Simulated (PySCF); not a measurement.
Input file:

```
{"job": {"kind": "nmr", "xc": "PBE0", "basis": "pcSseg-1"}, "charge": 0, "multiplicity": 1}
O      0.389820     2.043304     1.271315
C     -0.233450     1.174031     0.728303
O     -1.587360     1.132350     0.698362
C     -2.016707    -0.009618    -0.011670
C     -0.758355    -0.693538    -0.435077
C      0.295655     0.000228    -0.000792
Si     2.142493    -0.271503    -0.165816
F      2.269538    -1.639764    -1.014603
H     -2.632399    -0.633698     0.646605
H     -2.632323     0.303836    -0.862895
H     -0.763566    -1.605433    -1.002136
H      2.760369    -0.553380     1.118139
H      2.761896     0.753670    -0.987464
```

Command:

```sh
OMP_NUM_THREADS=1 python probes_run.py task.json out
```

Geometry: GFN2-xTB.

Computed with PBE0/pcSseg-1, SCF density, gas phase, non-relativistic in PySCF 2.14.0.

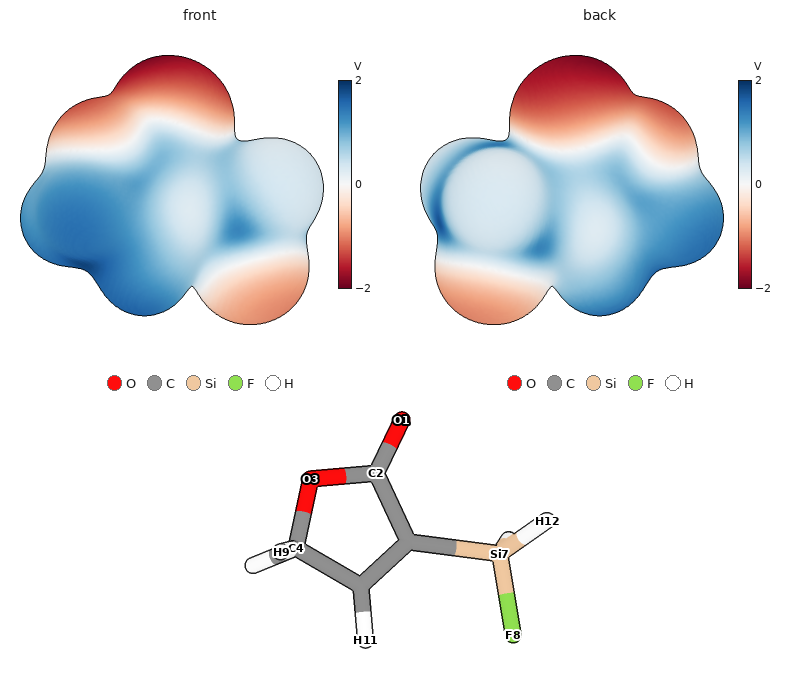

C₄H₅FO₂Si. The electrostatic potential painted on the density surface at 0.002 e/bohr³, seen from the front and from behind; red is negative and blue positive. The bare structure is drawn below in the same view.

**Which sites attract a positive test charge, and which a negative one?**

A positive charge is drawn to the negative regions and a negative charge to the positive ones. The most negative region (about −1.9 V, or −44 kcal/mol for a unit charge) lies over O1, the most positive (about +1.8 V, or +42 kcal/mol for a unit charge) over C4 and C5. O1 is the likeliest acceptor of a hydrogen bond.

**What dipole moment does the calculation give?**

Its dipole moment is 3.68 D.
